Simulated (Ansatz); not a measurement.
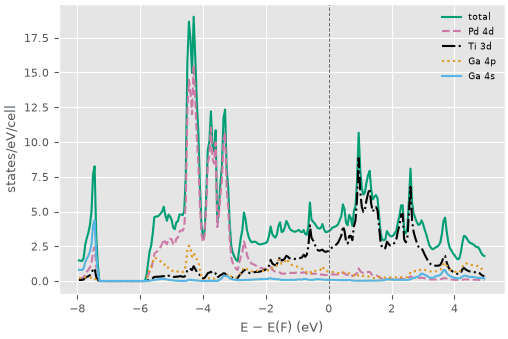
Figure. Total and projected density of states of TiGaPd in space group P6_3/mmc (No. 194; Ti on 2a, Ga on 2d, Pd on 2c), r²SCAN (plane waves, PAW; program Ansatz)

**Question.** Which orbitals carry the states next to the Fermi level?

**Answer.** Within 0.5 eV of the Fermi level: Ti 3d 64 %, Ga 4p 17 %, Pd 4d 12 %. Projections are on Löwdin-orthogonalised atomic valence shells; empty p or d shells of many metals are not among them.

**Question.** Where is the tallest occupied peak in this window, and what makes it?

**Answer.** Near -4.3 eV, about 19 states/eV per cell; the largest projected share is Pd 4d.

The first step of the workflow began from a Materials Project structure, measured or hypothetical; the Crystallography Open Database copy checked does not list it. With Ga and Pd taken as one species the cell has the higher symmetry P6/mmm, so it may be an ordered model of a mixed-site phase. Whether it is the stable phase at ambient conditions was not checked. Symmetry was held in the r²SCAN relaxation; its stability against distortions is not shown here. No spin polarisation was allowed. Scalar-relativistic: spin–orbit coupling is off unless named, which matters more the heavier the elements.

Potentials: the earlier of the program's two PAW sets.
